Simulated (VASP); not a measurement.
Input:

```
CELL_PARAMETERS angstrom
      2.78932     0.00000     0.00000
      0.00000     2.78932     0.00000
      0.00000     0.00000     4.02066
ATOMIC_POSITIONS crystal
  Ti 0.00000 0.00000 0.00000
  Al 0.50000 0.50000 0.50000
```

Method: PBE GGA with D3 dispersion (zero damping), VASP's PBE PAW potentials (set 64) (plane waves; VASP). Settings: 520 eV cut-off, 15×15×10 Γ-centred mesh, tetrahedra with Blöchl corrections, potentials Ti_sv Al.

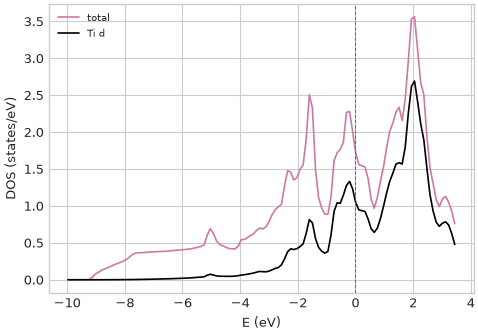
Total and projected density of states, zero at the Fermi level

Within 2 eV below the Fermi level the largest weight inside VASP's projection spheres is Ti d.

It has no gap at this level: it comes out as a metal or semimetal.

The compound is TiAl in the L1_0 structure. It was relaxed first. The electron count is odd and the run is not spin-polarised, which forces a metal.
